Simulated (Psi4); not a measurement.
# CH6GeO (SMILES C[O][GeH3]) at B3LYP/cc-pVDZ

What is the vertical singlet–triplet gap of CH6GeO at B3LYP/cc-pVDZ? 

The calculation is run with Psi4 1.11.

3 further runs of the same task are left out: 3 set aside as unsound or not needed.

## (1) The structure to begin with

CH6GeO: 9 atoms, total charge 0, spin state singlet. SMILES: `C[O][GeH3]`. The shape is that of a PBE0-D4/def2-TZVP optimisation.

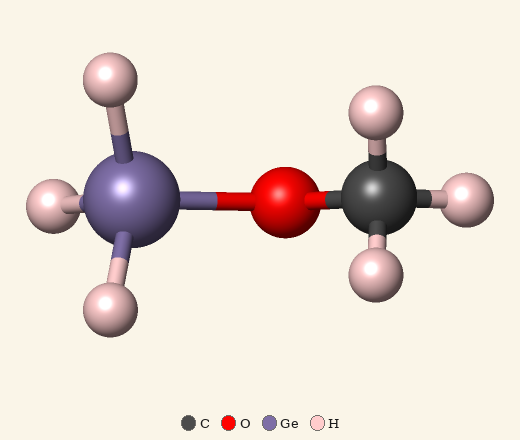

The structure, seen from a chosen angle (carbon dark grey, oxygen red, germanium purple, hydrogen pink).

## (2) A single-point energy at B3LYP/cc-pVDZ

calc.dat

```
memory 1600 MB

molecule m {
  0 1
  C
  O 1 R2
  Ge 2 R3 1 A3
  H 1 R4 2 A4 3 D4
  H 1 R5 4 A5 2 D5
  H 1 R6 4 A6 5 D6
  H 3 R7 2 A7 1 D7
  H 3 R8 7 A8 2 D8
  H 3 R9 8 A9 7 D9

  R2 = 1.405623
  R3 = 1.779313
  A3 = 117.80494
  R4 = 1.0926
  A4 = 108.07752
  D4 = 179.97575
  R5 = 1.09865
  A5 = 108.03908
  D5 = 121.62982
  R6 = 1.098662
  A6 = 108.03305
  D6 = 116.75839
  R7 = 1.54183
  A7 = 108.94596
  D7 = -59.79833
  R8 = 1.530709
  A8 = 112.07007
  D8 = 115.66227
  R9 = 1.541783
  A9 = 112.06868
  D9 = -123.84426
  symmetry c1
}

set {
  basis                cc-pVDZ
  puream               true
  e_convergence        1e-09
  d_convergence        1e-08
  scf_type             pk
  dft_radial_points    99
  dft_spherical_points 590
}

e = energy('b3lyp')
print_variables()
```

Command:

```sh
$ psi4 -i calc.dat -o calc.out -n 1
```

calc.out, cut to the lines that bear on the results:

```text
[...]
  Running in c1 symmetry.
[...]
  Nuclear repulsion =  205.435286236628883
[...]
  Multiplicity = 1
[...]
  Nalpha       = 26
  Nbeta        = 26
[...]
    Number of basis functions: 85
[...]
   @RKS iter   1: -2193.17588658063460   -2.96029e+00   1.43864e-02 DIIS/ADIIS
[...]
   @RKS iter  11: -2193.94963511455444   -3.63798e-12   2.93686e-09 DIIS
[...]
    Orbital Energies [Eh]
    ---------------------
    Doubly Occupied:
       1A   -398.791119     2A    -49.833089     3A    -44.355017
       4A    -44.354634     5A    -44.354591     6A    -19.128814
       7A    -10.228532     8A     -6.250835     9A     -4.423195
      10A     -4.420717    11A     -4.420421    12A     -1.245970
      13A     -1.240233    14A     -1.240013    15A     -1.237300
      16A     -1.237221    17A     -0.992734    18A     -0.674984
      19A     -0.559686    20A     -0.444552    21A     -0.443674
      22A     -0.432697    23A     -0.351411    24A     -0.347270
      25A     -0.297941    26A     -0.267286
[...]
  @RKS Final Energy: -2193.94963511455444
   => Energetics <=
    Nuclear Repulsion Energy =            205.4352862366288832
    One-Electron Energy =               -3461.4905590179132560
    Two-Electron Energy =                1138.8687030425235207
    DFT Exchange-Correlation Energy =     -76.7630653757937154
    Empirical Dispersion Energy =           0.0000000000000000
    VV10 Nonlocal Energy =                  0.0000000000000000
    Total Energy =                      -2193.9496351145544395
[...]
 Multipole Moments:
 ------------------------------------------------------------------------------------
     Multipole            Electronic (a.u.)      Nuclear  (a.u.)        Total (a.u.)
 ------------------------------------------------------------------------------------
 L = 1.  Multiply by 2.5417464519 to convert [e a0] to [Debye]
 Dipole X            :         -0.0001737            0.0001592           -0.0000145
 Dipole Y            :         -5.3753003            4.9833360           -0.3919642
 Dipole Z            :          8.2022062           -8.4095727           -0.2073665
 Magnitude           :                                                    0.4434375
[...]
```

Wall time 40 s (1 thread of Intel Xeon Platinum 8259CL at 2.50GHz (Skylake/Cascade Lake), shared host); peak memory 1.1 GiB.

## (3) The triplet, same level

input.json

```json
{
  "schema_name": "qcschema_input",
  "schema_version": 1,
  "molecule": {
    "schema_name": "qcschema_molecule",
    "schema_version": 2,
    "symbols": ["C", "O", "Ge", "H", "H", "H", "H", "H", "H"],
    "geometry": [-0.87229758, 1.77539769, -1.6622031, -1.24211698, -0.72489894, -0.8452745, 0.77384285, -1.89804092, 1.57659851, -2.25708888, 2.17809833, -3.13977996, 1.02215286, 2.06830524, -2.45947855, -1.14838657, 3.1497955, -0.13076905, 3.5341658, -1.77445283, 0.65214449, -0.10223418, -4.61849065, 2.02257387, 0.45901448, -0.24301878, 3.953685],
    "molecular_charge": 0,
    "molecular_multiplicity": 3,
    "fix_symmetry": "c1"
  },
  "driver": "energy",
  "model": {
    "method": "b3lyp",
    "basis": "cc-pVDZ"
  },
  "keywords": {
    "reference": "uks",
    "puream": true,
    "e_convergence": 1e-09,
    "d_convergence": 1e-08,
    "scf_type": "pk",
    "dft_radial_points": 99,
    "dft_spherical_points": 590,
    "maxiter": 100,
    "scf_properties": ["MAYER_INDICES", "MULLIKEN_CHARGES", "WIBERG_LOWDIN_INDICES"]
  }
}
```

Command:

```sh
$ psi4 --qcschema input.json -n 1 --memory 1600MB
```

stdout, cut to the lines that bear on the results:

```text
[...]
  Running in c1 symmetry.
[...]
  Nuclear repulsion =  205.435326475879293
[...]
  Multiplicity = 3
[...]
  Nalpha       = 27
  Nbeta        = 25
[...]
    Number of basis functions: 85
[...]
   @UKS iter   1: -2192.85931181632986   -2.64372e+00   1.46124e-02 DIIS/ADIIS
[...]
   @UKS iter  14: -2193.72120820418877   -4.63842e-11   9.72276e-09 DIIS
[...]
   @S^2 Observed:                2.005123839E+00
[...]
  @UKS Final Energy: -2193.72120820418877
   => Energetics <=
    Nuclear Repulsion Energy =            205.4353264758792932
    One-Electron Energy =               -3460.8580550572823995
    Two-Electron Energy =                1138.3888433043537134
    DFT Exchange-Correlation Energy =     -76.6873229271393484
    Empirical Dispersion Energy =           0.0000000000000000
    VV10 Nonlocal Energy =                  0.0000000000000000
    Total Energy =                      -2193.7212082041887697
[...]
 Multipole Moments:
 ------------------------------------------------------------------------------------
     Multipole            Electronic (a.u.)      Nuclear  (a.u.)        Total (a.u.)
 ------------------------------------------------------------------------------------
 L = 1.  Multiply by 2.5417464519 to convert [e a0] to [Debye]
 Dipole X            :          2.3070446           -2.5729426           -0.2658981
 Dipole Y            :         -6.2774048            7.4078560            1.1304512
 Dipole Z            :          5.0637142           -5.8359365           -0.7722223
 Magnitude           :                                                    1.3946143
[...]
  Mulliken Charges: (a.u.)
   Center  Symbol    Alpha    Beta     Spin     Total
       1     C     2.97635  2.92611  0.05025  0.09754
       2     O     4.41621  3.66697  0.74924 -0.08319
       3    GE    16.52210 15.63935  0.88275 -0.16145
       4     H     0.47848  0.47818  0.00030  0.04334
       5     H     0.50702  0.42429  0.08274  0.06869
       6     H     0.50706  0.42420  0.08286  0.06874
       7     H     0.54903  0.45467  0.09436 -0.00370
       8     H     0.49465  0.53170 -0.03704 -0.02635
       9     H     0.54909  0.45453  0.09455 -0.00362
   Total alpha = 27.00000, Total beta = 25.00000, Total charge =  0.00000
[...]
```

The result, in JSON:

```text
{
 "driver": "energy",
 "model": {
  "method": "b3lyp",
  "basis": "cc-pVDZ"
 },
 "success": true,
 "return_result": -2193.7212082041888,
 "properties": {
  "calcinfo_nbasis": 85,
  "calcinfo_nmo": 85,
  "calcinfo_nalpha": 27,
  "calcinfo_nbeta": 25,
  "calcinfo_natom": 9,
  "nuclear_repulsion_energy": 205.4353264758793,
  "return_energy": -2193.7212082041888,
  "scf_one_electron_energy": -3460.8580550572824,
  "scf_two_electron_energy": 1138.3888433043537,
  "scf_xc_energy": -76.68732292713935,
  "scf_dipole_moment": [-0.26589806782097414, 1.1304511985018832, -0.772222271222434],
  "scf_total_energy": -2193.7212082041888,
  "scf_iterations": 14
 }
}
```

It took 64 s on 1 thread of Intel Xeon Platinum 8259CL at 2.50GHz (Skylake/Cascade Lake), shared host; peak memory 1.1 GiB.

## (4) Results

At B3LYP/cc-pVDZ:

| quantity | value |
| --- | --- |
| singlet: total energy | -2193.94964 Eh |
| singlet: dipole moment | 1.13 D |
| singlet: HOMO energy | -7.27 eV |
| singlet: LUMO energy | 0.37 eV |
| singlet: HOMO–LUMO gap | 7.65 eV |
| triplet: total energy | -2193.72121 Eh |
| triplet: dipole moment | 3.54 D |
| triplet: HOMO energy (highest over α and β) | -1.46 eV |
| triplet: ⟨S²⟩ | 2.005 |
| vertical energy of the triplet above the singlet | 6.216 eV |

What this shows: At this shape the triplet lies 6.22 eV (143 kcal/mol) above the singlet.
